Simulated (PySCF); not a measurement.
# BCl₃: geometry relaxation

The run: geometry relaxation of BCl₃, SMILES ClB(Cl)Cl. Method and program: PBE0-D3(BJ)/def2-SVP geometry optimisation, gas phase (PySCF 2.14.0).

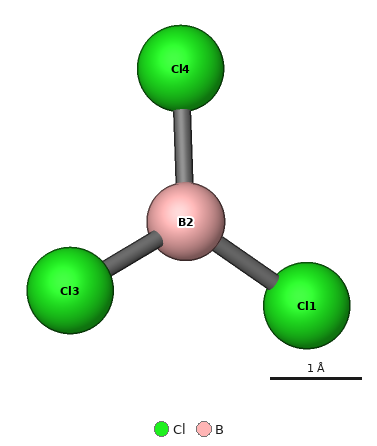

Fig. 1: The starting structure (ball-and-stick view, seen at a tilt; atoms are numbered from 1 in the order of the input). Bond lengths as drawn: B–Cl 1.72 Å.

**Summary**

```tsv
quantity	value
outcome	converged
total energy	−1404.644376 hartree
dipole moment	0.00 D
point group	D3h
hardware	1 CPU thread, shared host
wall time	5.5 s
peak memory	0.31 GiB
```

**Input file**
```
{"job": {"xc": "PBE0", "basis": "def2-SVP", "d3": "d3bj", "grid": 1, "kind": "geom"}, "charge": 0, "multiplicity": 1}
Cl    -0.854585    -1.491798    -0.009209
B      0.004605     0.002260    -0.012116
Cl    -0.857522     1.494808    -0.001524
Cl     1.727970     0.004276    -0.022858
```

The first line tells a small driver script what to run in PySCF; the rest is the geometry in Å.

Launch command:
```bash
OMP_NUM_THREADS=1 python <driver script> task.json out
```

**Output**
```
step   0  E = -1404.64380639  max force = 0.011278
step   1  E = -1404.64431014  max force = 0.003547
step   2  E = -1404.64437569  max force = 0.000172
step   3  E = -1404.64437600  max force = 0.000030
optimisation converged
```

**Trajectory as extended XYZ (Å, eV, eV/Å), 4 frames, from step=0 to step=3**
```
4
Properties=species:S:1:pos:R:3:forces:R:3 step=0 energy=-38222.30484
Cl   -0.8546   -1.4918   -0.0092   -0.2912  -0.4998  -0.0013
B     0.0046    0.0023   -0.0121    0.0025   0.0045   0.0057
Cl   -0.8575    1.4948   -0.0015   -0.2912   0.4955   0.0022
Cl    1.7280    0.0043   -0.0229    0.5799  -0.0002  -0.0066
4
Properties=species:S:1:pos:R:3:forces:R:3 step=1 energy=-38222.31854
Cl   -0.8668   -1.5132   -0.0097    0.0926   0.1592   0.0002
B     0.0053    0.0021   -0.0113   -0.0015  -0.0037  -0.0017
Cl   -0.8701    1.5152    0.0009    0.0913  -0.1556   0.0002
Cl    1.7532    0.0040   -0.0256   -0.1824   0.0001   0.0013
4
Properties=species:S:1:pos:R:3:forces:R:3 step=2 energy=-38222.32033
Cl   -0.8637   -1.5081   -0.0101    0.0037   0.0062  -0.0002
B     0.0051    0.0021   -0.0115    0.0006   0.0016  -0.0002
Cl   -0.8673    1.5103    0.0029    0.0045  -0.0078   0.0012
Cl    1.7472    0.0043   -0.0271   -0.0088   0.0000  -0.0007
4
Properties=species:S:1:pos:R:3:forces:R:3 step=3 energy=-38222.32034
Cl   -0.8634   -1.5079   -0.0110    0.0004   0.0006  -0.0004
B     0.0051    0.0022   -0.0115   -0.0006  -0.0015  -0.0001
Cl   -0.8672    1.5099    0.0064   -0.0006   0.0008   0.0015
Cl    1.7469    0.0045   -0.0296    0.0008   0.0001  -0.0010
```

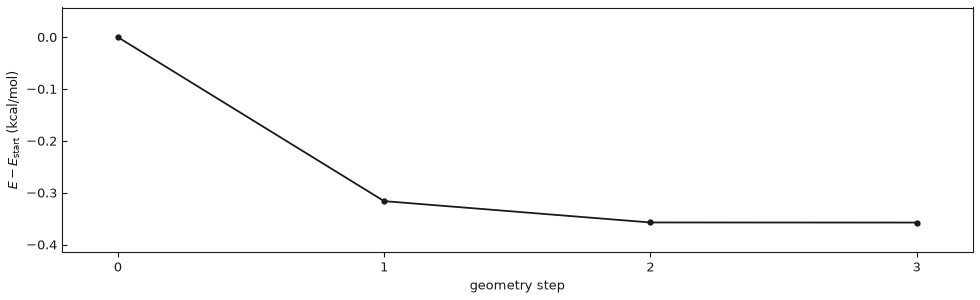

Fig. 2: Progress of the relaxation, step by step (steps are counted from 0).

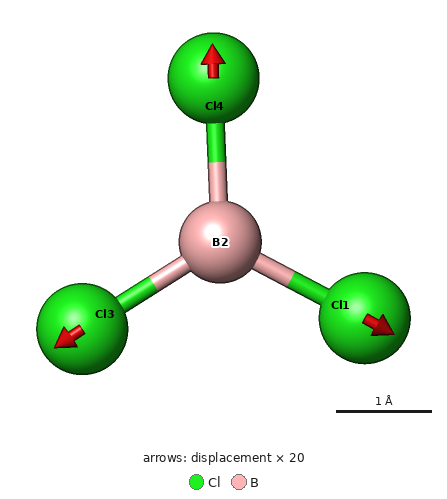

Fig. 3: The starting structure with the displacements as red arrows, magnified 20 times (ball-and-stick view, seen on its broad side). The two geometries are laid on each other by the best rigid fit. Over 3 geometry steps the energy falls by 0.36 kcal/mol. The largest force component goes from 0.58 to 0.0015 eV/Å. The largest moves after the best rigid fit, 0.019 Å, are those of Cl1, Cl3 and Cl4. By element the largest moves are Cl 0.019 Å, B 0.001 Å. Among the contacts that change: B2–Cl3 1.724 → 1.742 Å. (Atoms are counted from 1 in the order of the input.)
